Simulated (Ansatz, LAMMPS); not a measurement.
# Na+ FSI- in dimethoxyethane and ethylene carbonate and a fluorinated ether (TTE) at 490 K (144 atoms) in motion, part 2 of 2

Aim: follow Na+ FSI- in dimethoxyethane and ethylene carbonate and a fluorinated ether (TTE) at 490 K (144 atoms) for a short time with forces from DFT, then look at structure and electrons in the last frame.

Ansatz 0.2.0; Kohn-Sham DFT, PBE+D3(BJ), PAW (set soft_2), plane waves.

The cell: 36 F, 34 C, 22 O, 44 H, 2 N, 4 S and 2 Na. The network of contacts between molecules at the start is that of the classical potential that made the cell. The density was typed from a rule of thumb and may lie off the real one at this temperature. Only the Γ point is sampled, in a cell whose shortest periodic width is 13 Å.

So far. Step 3 (Dynamics at 490 K): Over the second half of 80 fs the temperature averages 559 K with swings of 15 K r.m.s. The conserved energy stays within 0.07 meV/atom. From first frame to last H has the largest mean square displacement, 0.34 Å² at the end; the farthest move is 1.33 Å. The run spans 0.08 ps, too short for its means to be equilibrium values.

### Step 5. Single point at the last frame

The last frame is solved once more, with the analyses that the dynamics left out.

input.yaml

```yaml
crystal:
  lattice:
    - [12.90643, 0.0, 0.0]
    - [0.0, 12.90643, 0.0]
    - [0.0, 0.0, 12.90643]
  atoms:
    - { symbol: F, position: [0.94665, 0.49369, 0.52662] }
    - { symbol: C, position: [0.01461, 0.40315, 0.53469] }
    - { symbol: F, position: [0.032, 0.36709, 0.4306] }
    - { symbol: C, position: [0.96139, 0.31765, 0.5963] }
    [... 134 atom lines left out ...]
    - { symbol: S, position: [0.10748, 0.10098, 0.16533] }
    - { symbol: O, position: [0.10911, 0.06766, 0.26942] }
    - { symbol: O, position: [0.12565, 0.20791, 0.13754] }
    - { symbol: F, position: [0.98551, 0.10241, 0.14161] }
    - { symbol: Na, position: [0.50298, 0.37346, 0.87973] }
    - { symbol: Na, position: [0.21162, 0.06384, 0.3987] }
kpoints:
  mp_grid: { grid: [1, 1, 1] }
hamiltonian:
  xc: pbe
  dispersion: d3bj
scf:
  occupations: { method: gaussian, width: 0.025 }
output:
  forces: true
  stress: true
  populations: true
  dos:
    method: { smearing: { sigma: 0.15 } }
    de: 0.1
    projected: { site_lists: { C: [C], F: [F], H: [H], "N": ["N"], Na: [Na] } }
  eigenvalues: true
  write_density: true
  write_potential: true
  volumetric_format: npy
  elf: true
```

Started as:

```sh
$ ansatz run input.yaml --threads 4 --pin off --max-ram 8192MiB --backend cpu --events-out ev --progress --plain --runs-dir out
```

Run time: 39 s. Hardware: 4 threads of Arm Neoverse V2, shared host; peak memory 3 GiB; 2.5 min of CPU time.

The program notes that the exchange-correlation potential is rough where the density is thin.

The run gave:

```yaml
free_energy: -58135.4132 eV
free_energy_per_atom: -403.7181 eV/atom
scf_cycles: 11
pressure: -0.7478 GPa
r_m_s_force_component: 1.099 eV/Å
longest_force: 4.813 eV/Å
fermi_energy: 1.218 eV
spacing_of_highest_filled_and_lowest_empty_level: 4.209 eV
spilling_of_the_projection: 0.01225
```

Neighbours are counted within 1.34 Å (H-C), 1.62 Å (F-C), 1.98 Å (F-S), 2.77 Å (F-Na), 1.85 Å (C-C), 1.73 Å (C-O), 1.93 Å (O-S), 3.09 Å (O-Na), 2.12 Å (S-N), the cutoffs taken from the dynamics.

Length of the force by element and coordination:

| element | coordination | atoms | mean length of the force (eV/Å) | spread | least | most |
| --- | --- | --- | --- | --- | --- | --- |
| C | all | 34 | 2.60 | 0.921 | 0.678 | 4.81 |
| C | 3 | 2 | 2.73 | 0.724 | 2.01 | 3.46 |
| C | 4 | 32 | 2.59 | 0.931 | 0.678 | 4.81 |
| F | all | 36 | 1.21 | 0.604 | 0.361 | 2.99 |
| F | 1 | 34 | 1.23 | 0.607 | 0.361 | 2.99 |
| F | 2 | 2 | 0.905 | 0.441 | 0.464 | 1.35 |
| H | all | 44 | 1.14 | 0.627 | 0.361 | 2.70 |
| N | all | 2 | 1.15 | 0.152 | 0.997 | 1.30 |
| Na | all | 2 | 0.521 | 0.0898 | 0.432 | 0.611 |
| O | all | 22 | 1.85 | 0.806 | 0.744 | 3.51 |
| O | 1 | 4 | 1.10 | 0.330 | 0.744 | 1.60 |
| O | 2 | 14 | 2.01 | 0.720 | 0.854 | 3.46 |
| O | 3 | 4 | 2.03 | 0.986 | 0.888 | 3.51 |
| S | all | 4 | 2.49 | 1.15 | 0.825 | 4.08 |

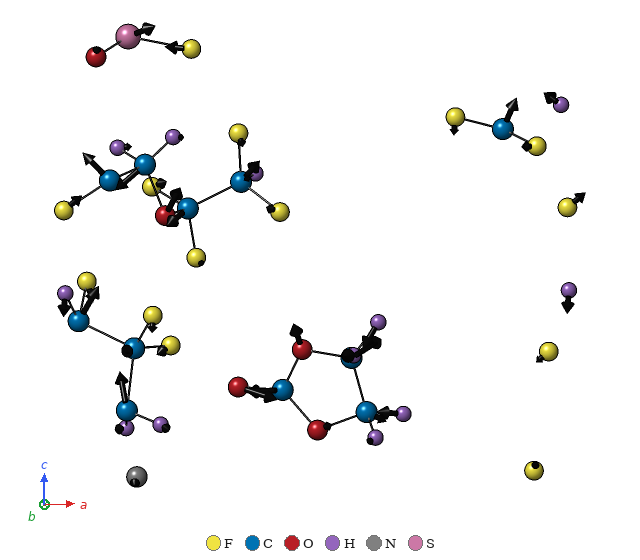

Forces as arrows; the longest in the cell is 4.81 eV/Å. Drawn is a slice 4 Å thick, seen along the normal of the ac plane. Bonds to atoms that aren't drawn are left out.

Löwdin charges by element and coordination (they lack the spilled electrons, 0.052 e an atom on average):

| element | coordination | atoms | mean charge (e) | spread | least | most |
| --- | --- | --- | --- | --- | --- | --- |
| C | all | 34 | 0.254 | 0.366 | -0.256 | 0.756 |
| C | 3 | 2 | 0.721 | 0.0015 | 0.719 | 0.722 |
| C | 4 | 32 | 0.225 | 0.357 | -0.256 | 0.756 |
| F | all | 36 | -0.263 | 0.0606 | -0.434 | -0.192 |
| F | 1 | 34 | -0.265 | 0.0617 | -0.434 | -0.192 |
| F | 2 | 2 | -0.238 | 0.0244 | -0.262 | -0.213 |
| H | all | 44 | 0.211 | 0.0204 | 0.164 | 0.254 |
| N | all | 2 | -0.860 | 0.0159 | -0.876 | -0.844 |
| Na | all | 2 | 0.784 | 0.0042 | 0.78 | 0.788 |
| O | all | 22 | -0.462 | 0.191 | -0.737 | -0.228 |
| O | 1 | 4 | -0.699 | 0.0213 | -0.732 | -0.673 |
| O | 2 | 14 | -0.426 | 0.191 | -0.737 | -0.228 |
| O | 3 | 4 | -0.354 | 0.0222 | -0.392 | -0.336 |
| S | all | 4 | 2.36 | 0.0472 | 2.33 | 2.44 |

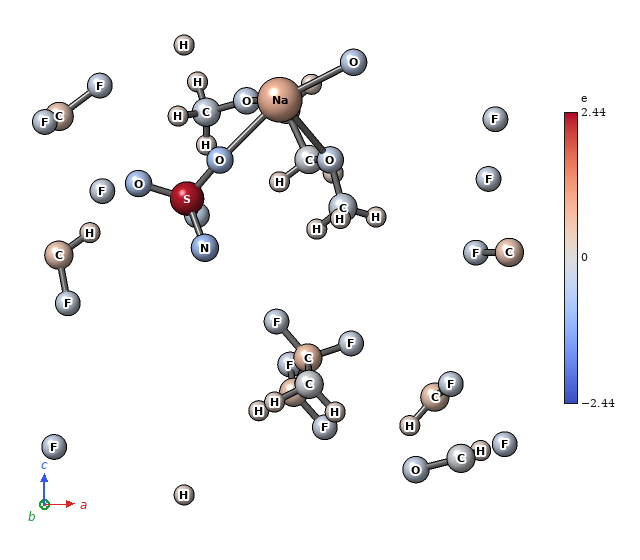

Atoms coloured by Löwdin charge. Drawn is a slice 4 Å thick, seen along the normal of the ac plane. Bonds to atoms that aren't drawn are left out.

Density of states as counts of states in windows of 1 eV (from the Fermi level), total and the larger projections:

| from (eV) | to (eV) | total | F p | C p | H s | C s |
| --- | --- | --- | --- | --- | --- | --- |
| -18 | -17 | 1.8 | 0.2 | 0.3 | 0.1 | 0.8 |
| -17 | -16 | 7.0 | 0.6 | 1.1 | 0.5 | 3.0 |
| -16 | -15 | 15.2 | 1.4 | 2.2 | 1.6 | 6.6 |
| -15 | -14 | 11.9 | 2.0 | 1.4 | 0.8 | 2.6 |
| -14 | -13 | 11.2 | 1.5 | 1.5 | 1.7 | 3.3 |
| -13 | -12 | 15.5 | 5.4 | 2.0 | 1.8 | 3.2 |
| -12 | -11 | 28.1 | 9.5 | 7.2 | 1.7 | 1.8 |
| -11 | -10 | 37.4 | 19.7 | 10.1 | 1.3 | 0.3 |
| -10 | -9 | 43.9 | 15.9 | 11.9 | 3.0 | 0.6 |
| -9 | -8 | 32.7 | 6.2 | 10.1 | 3.6 | 0.6 |
| -8 | -7 | 51.2 | 28.9 | 8.2 | 2.9 | 0.3 |
| -7 | -6 | 88.4 | 63.6 | 7.7 | 3.5 | 0.6 |
| -6 | -5 | 57.5 | 25.5 | 8.1 | 3.8 | 0.6 |
| -5 | -4 | 38.5 | 10.0 | 7.0 | 3.9 | 0.3 |
| -4 | -3 | 28.5 | 2.2 | 2.9 | 2.2 | 0.1 |
| -3 | -2 | 10.7 | 0.1 | 0.8 | 1.3 | 0.0 |
| -2 | -1 | 0.5 | 0.0 | 0.0 | 0.1 | 0.0 |
| -1 | 1 | 0.0 | 0.0 | 0.0 | 0.0 | 0.0 |
| 1 | 2 | 0.2 | 0.0 | 0.0 | 0.0 | 0.0 |
| 2 | 3 | 21.0 | 1.9 | 5.8 | 1.6 | 0.7 |
| 3 | 4 | 35.0 | 3.5 | 10.7 | 3.4 | 1.6 |
| 4 | 5 | 37.7 | 2.4 | 9.0 | 5.2 | 2.3 |

Between -26 and -18 eV lie 64 more states.

About 72 of the 616 electrons lie in deeper levels, below the stored range.

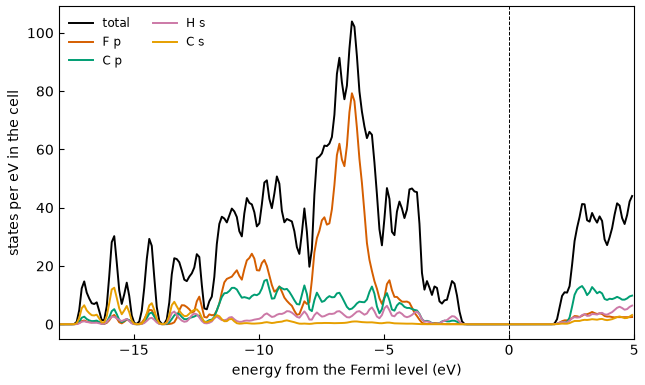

Total and projected density of states, with the broadening of the input.

Not all projections were asked for or kept, so they needn't add up to the total.

The levels nearest the highest filled one (over half full), pooled over k-points and spins:

| level less the highest filled one (eV) | occupation |
| --- | --- |
| -0.875 | 2 |
| -0.786 | 2 |
| -0.498 | 2 |
| -0.249 | 2 |
| -0.142 | 2 |
| 0 | 2 |
| 4.21 | 0 |
| 4.38 | 0 |
| 4.58 | 0 |
| 4.69 | 0 |
| 4.75 | 0 |
| 4.78 | 0 |

Mean Löwdin charges: C +0.25, F -0.26, H +0.21, N -0.86, Na +0.78, O -0.46 e (they miss 1.2 % of the electrons, so they add up to more than the cell's charge).

### Step 6. Outcome

```
mean temperature, second half                                : 559.1 K
temperature swing, second half                               : 15.16 K
slope of the conserved energy against time, by least squares : -0.0881 meV/atom/ps
free energy per atom                                         : -403.7181 eV/atom
pressure                                                     : -0.7478 GPa
r.m.s. force component                                       : 1.099 eV/Å
gap (highest filled to lowest empty level)             : 4.209 eV
wall time of the 3 DFT runs                                  : 33 min
```

Over the second half of 80 fs the temperature averages 559 K with swings of 15 K r.m.s. The conserved energy stays within 0.07 meV/atom. The run spans 0.08 ps, too short for its means to be equilibrium values. Counting bonds as in the table, 94 % of C atoms have 4, 94 % of F atoms have 1, all H atoms have 1 and all N atoms have 2 bonded neighbours. The highest filled and lowest empty levels differ by 4.21 eV (at Γ alone); a semilocal functional tends to put such gaps too low. In a disordered cell it changes from sample to sample and from frame to frame.

**Limits.** The network of contacts between molecules at the start is that of the classical potential that made the cell; DFT moved the atoms only locally, and no bond changed. The pressure of a single frame lacks the kinetic term, about 0.52 GPa here.

[Logs are printed without paths, hosts, clocks, repeated set-up lines and the standing remarks that a program may print on its own settings, such as how far it seeks lower states.]

[Hosts, paths, dates, database ids (printed as entryN), source tags and the programs' standing remarks are cut or masked in the printed files.]
